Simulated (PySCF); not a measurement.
```yaml
atoms:
  - { symbol: N, position_ang: [-0.3547, 2.8231, 0.0376] }
  - { symbol: P, position_ang: [-0.2282, 1.2639, 0.0102] }
  - { symbol: C, position_ang: [1.4960, 0.6886, -0.1507] }
  - { symbol: C, position_ang: [1.4559, -0.7840, 0.3139] }
  - { symbol: C, position_ang: [-0.0099, -1.1592, 0.6214] }
  - { symbol: C, position_ang: [-0.8331, -1.2612, -0.6812] }
  - { symbol: C, position_ang: [-1.0301, 0.1620, -1.2455] }
  - { symbol: C, position_ang: [-0.5864, 0.0446, 1.3675] }
  - { symbol: H, position_ang: [-1.3094, 3.1766, 0.0387] }
  - { symbol: H, position_ang: [1.8341, 0.8191, -1.1888] }
  - { symbol: H, position_ang: [2.1246, 1.3319, 0.4818] }
  - { symbol: H, position_ang: [2.0593, -0.9095, 1.2261] }
  - { symbol: H, position_ang: [1.8784, -1.4630, -0.4423] }
  - { symbol: H, position_ang: [-0.0621, -2.1007, 1.1887] }
  - { symbol: H, position_ang: [-0.3336, -1.9231, -1.4051] }
  - { symbol: H, position_ang: [-1.8086, -1.7183, -0.4542] }
  - { symbol: H, position_ang: [-0.5565, 0.3234, -2.2250] }
  - { symbol: H, position_ang: [-2.0898, 0.4414, -1.3477] }
  - { symbol: H, position_ang: [-0.0417, 0.3044, 2.2877] }
  - { symbol: H, position_ang: [-1.6611, -0.0427, 1.5887] }
```

Geometry: PBE0-D3(BJ)/def2-SVP.

Level of theory: PySCF, PBE0/pcSseg-1, SCF density, gas phase, non-relativistic.

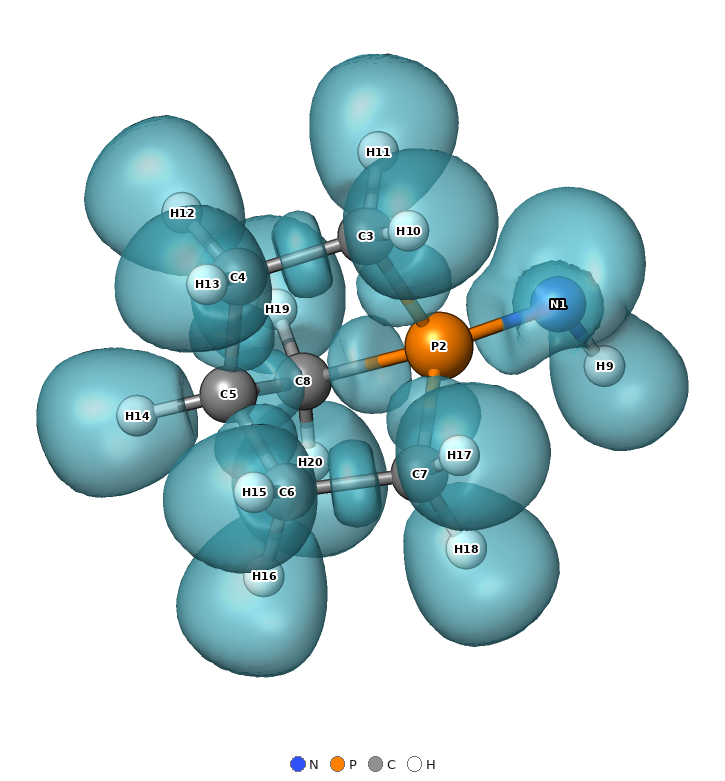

C6H12NP. Isosurface of the electron localisation function at 0.75 (cyan), seen at a tilt. Only the valence region is drawn (cores and ρ < 0.01 e/Å³ removed).

Identify the bonds, lone pairs and shells in this picture.

The surface consists of five regions between bonded C–C atoms (shared pairs), three regions between bonded C–P atoms (shared pairs), eleven regions around hydrogen nuclei and one joined region spread over several atoms (H, N), in which their bonds and any lone pairs are merged. Profiles from the grid: C–C (1.53 Å): the ELF peaks at about 0.95 between the atoms (a covalent bond). P–N (1.56 Å): the ELF peaks at about 0.85 between the atoms; a short, strongly polar bond.
